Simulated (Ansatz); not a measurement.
# The potential step between two gates: 1T-SnS2 under 1T-CoBrI, AA'

Two oppositely charged gates put a neutral stack in a displacement field D. The voltage between them is D/ε₀ times an electrical distance, shorter than the real one because the stack screens.

Set-up. Ansatz 0.2.0, plane waves with PAW datasets (its set soft_2), PBEsol-D3(BJ); isolated slab, charged sheets 4 Å from the outer atoms behind model barriers, atoms held. Voltages count from the uncharged case.

```tsv
run	D/ε₀ (V/nm)	step in an electron's potential, upper less lower gate (eV)
run 1	−1.810	−1.164
run 2	0.000	0.000
run 3	0.905	0.579
run 4	1.810	1.156
run 5	2.714	1.732
run 6	3.619	?
```

Q: Estimate the withheld value from the rows shown.

A least-squares line through the 5 rows shown has slope 0.6401 and intercept −0.0027; no row lies more than 0.003 eV off it. The size of the slope, 0.640 nm, is the electrical distance; the sheets are 1.662 nm apart, and screening reaches beyond the outer atoms. At 3.619 it gives 0.6401 × 3.619 + (−0.0027) = 2.314 eV, beyond the rows fitted. Rounding and scatter of the rows alone allow about ±0.003 eV there.

The run itself gives 2.306 eV: a miss of −0.008 eV, or 0.3 % of the value. Screening stays linear to within 1 % over this range.

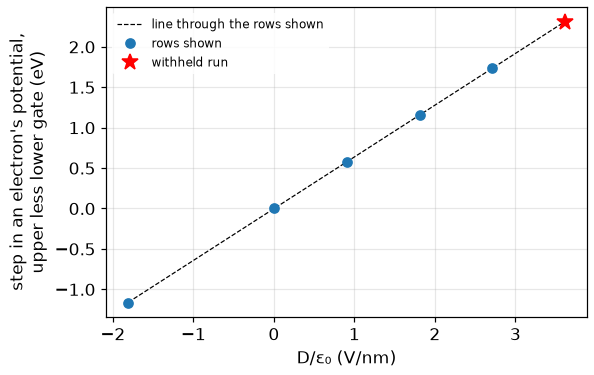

The fit and the withheld run.

Caveats: The gates are model sheets, not atoms. Spin-orbit coupling is left out, which changes the bands of elements this heavy.

[Logs are printed without paths, hosts, clocks, repeated set-up lines and the standing remarks that a program may print on its own settings, such as how far it seeks lower states.]
